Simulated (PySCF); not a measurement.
```tsv
atom	x (Å)	y (Å)	z (Å)
C	2.7265	-0.5396	-0.0355
C	1.5065	-0.4618	-0.5681
C	0.2669	-0.0591	0.1643
C	-0.7740	-1.1929	0.2255
O	-2.0174	-0.6688	0.6367
Si	-2.1820	0.9643	0.2625
C	-0.4499	1.1569	-0.4610
H	3.5920	-0.8427	-0.6304
H	2.9045	-0.3000	1.0180
H	1.3689	-0.7080	-1.6302
H	0.5366	0.1955	1.2049
H	-0.4576	-1.9765	0.9322
H	-0.8691	-1.6663	-0.7722
H	-3.2913	1.2024	-0.7081
H	-2.4464	1.7626	1.4962
H	0.0695	2.1013	-0.2442
H	-0.4972	1.0505	-1.5593
```

Geometry: PBE0-D3(BJ)/def2-SVP.

Theory: PBE0/pcSseg-1, SCF density, gas phase, non-relativistic in PySCF.

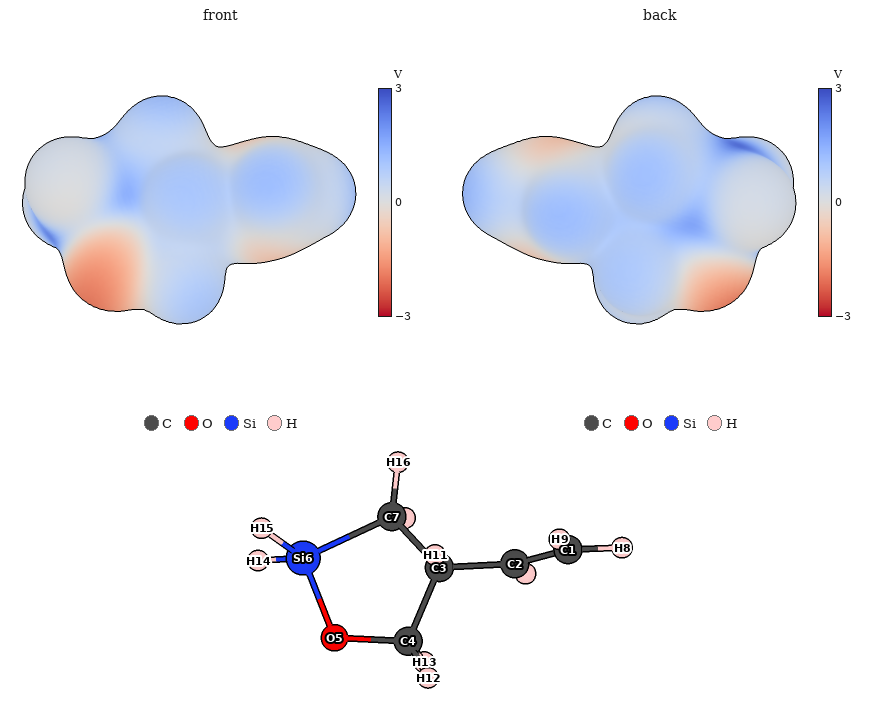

C₅H₁₀OSi. The molecular electrostatic potential painted on the density surface at 0.004 e/bohr³, seen from the front and from behind; the colour scale runs from red (negative) to blue (positive). The bare structure is drawn below in the same view.

Describe the electrostatic potential map.

The most negative region (about −1.8 V) lies over O5, the most positive (about +2.1 V) over Si6. O5 is the likeliest acceptor of a hydrogen bond.

How polar is the molecule by this calculation?

Its dipole moment is 1.70 D.
